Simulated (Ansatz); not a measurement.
**S₆Sn₆: density, localisation and related maps**

The calculation's input:

```
crystal:
  periodic: [false, false, false]
  atoms:
    - {symbol: Sn, position_ang: [-0.652269, 1.956451, -1.056880]}
    - {symbol: Sn, position_ang: [-0.485001, 1.611720, 2.783445]}
    - {symbol: Sn, position_ang: [2.267126, 0.062976, 0.471252]}
    - {symbol: Sn, position_ang: [0.875496, -1.127417, -2.924472]}
    - {symbol: Sn, position_ang: [-2.605506, -0.705009, 1.000857]}
    - {symbol: Sn, position_ang: [-0.252875, -2.867024, 0.032150]}
    - {symbol: S, position_ang: [2.006330, -2.467422, -0.988932]}
    - {symbol: S, position_ang: [-0.005246, -0.970435, 1.931707]}
    - {symbol: S, position_ang: [-1.416912, -0.807438, -1.416007]}
    - {symbol: S, position_ang: [-2.541224, 1.798564, 1.184413]}
    - {symbol: S, position_ang: [1.790882, 1.030708, -1.951554]}
    - {symbol: S, position_ang: [1.019210, 2.484326, 0.934031]}
basis:
  gaussian: {orbitals: def2-SVP, initial_orbitals: start.molden}
hamiltonian: {xc: pbe0, dispersion: d4}
scf: {omitted_lower_state_checks: [starts]}
output: {orbitals: {seedname: orbitals}}
```

Command:

```sh
ansatz run in.yaml --threads 4 --pin off --events-out ev --progress --plain --max-ram 6963MiB
```

Geometry: PBE-D4/def2-SVP; core potentials replace the inner electrons of Sn.

The calculation used RKS PBE0-D4/def2-SVP in Ansatz 0.2.0.

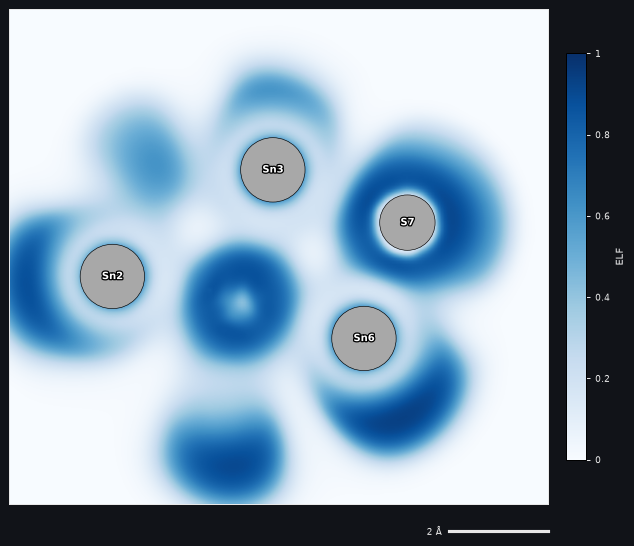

Figure 1. ELF on the plane of atoms Sn3, S7 and Sn6. Grey discs cover the atomic cores.

### What do the fields say about this system?

- The section cuts through Sn and S sites.
- Sn–S (2.51 Å): the ELF peaks at about 0.85 in the valence shell of S, 0.9 Å from its nucleus, and drops to about 0.15 between the two atoms.
- The ELF also peaks beside S7, away from the bonds: lone-pair regions.

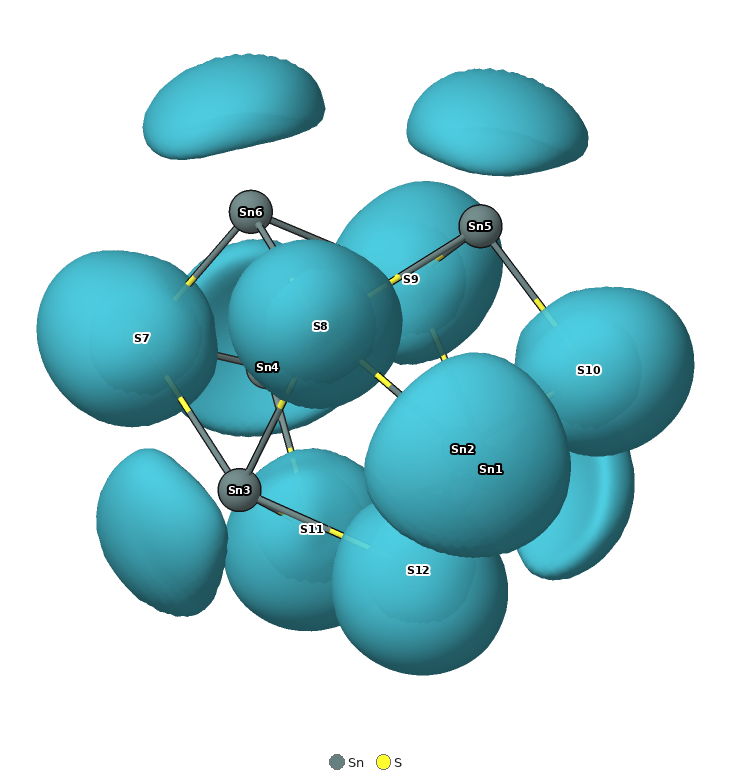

Figure 2. Isosurface of the ELF at 0.75 (cyan), seen at an oblique angle. Only the valence region is drawn (cores and ρ < 0.01 e/Å³ removed).

### What do the ELF domains correspond to?

At this value the surface marks out six lobes on Sn, pointing away from the bonds (lone pairs) and six regions wrapped around S (the valence shell of each). Profiles from the grid: Sn–S (2.61 Å): the ELF peaks at about 0.85 in the valence shell of S, 0.9 Å from its nucleus, and drops to about 0.15 between the two atoms.

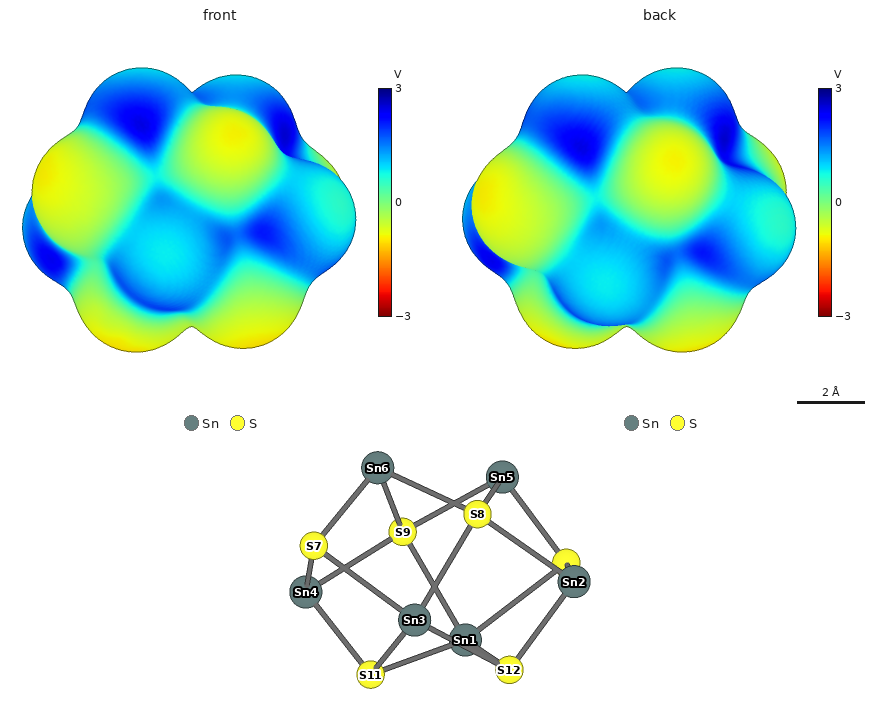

Figure 3. The electrostatic potential painted on the density surface at 0.004 e/bohr³, seen from the front and from behind; red is negative and blue positive. The bare structure is drawn below in the same view.

### Which sites attract a positive test charge, and which a negative one?

A positive charge is drawn to the negative regions and a negative charge to the positive ones. The most negative region (about −1.0 V, or −23 kcal/mol for a unit charge) lies over S11 and S12, the most positive (about +2.5 V, or +58 kcal/mol for a unit charge) over Sn5 and Sn6.

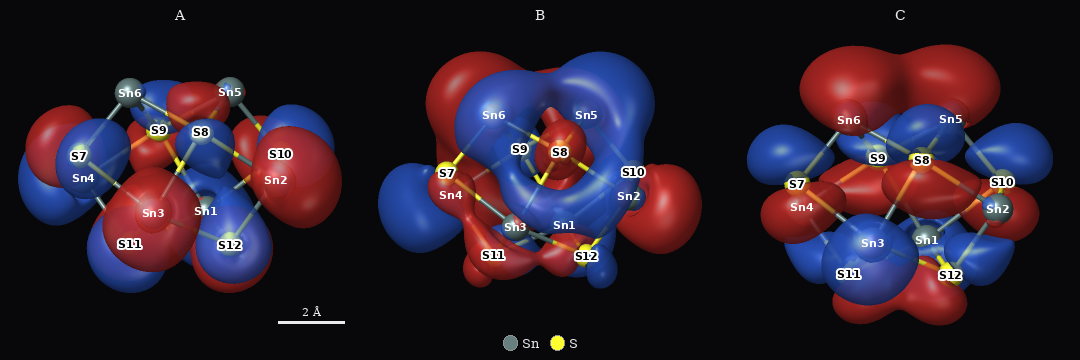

Figure 4. Three frontier orbitals at ±0.04 Å⁻³ᐟ² (blue and red are the two phases), in no order.

### Order the three orbitals by energy and name them.

C is the HOMO−1 (−6.42 eV). It lies mainly on S7 (about 10 %), S10 (about 10 %), Sn5 (about 10 %), Sn6 (about 10 %), S8 (about 10 %) and S9 (about 10 %). A is the HOMO (−6.03 eV). By Hirshfeld shares it lies mainly on S11 (about 15 %), S12 (about 15 %), Sn1 (about 15 %), Sn3 (about 15 %), S7 (about 10 %) and S10 (about 10 %). B is the LUMO (−2.56 eV). By Hirshfeld shares it lies mainly on Sn5 (about 20 %), Sn6 (about 20 %), Sn2 (about 15 %) and Sn4 (about 15 %).

### What is the HOMO–LUMO gap?

3.47 eV between the orbital energies.
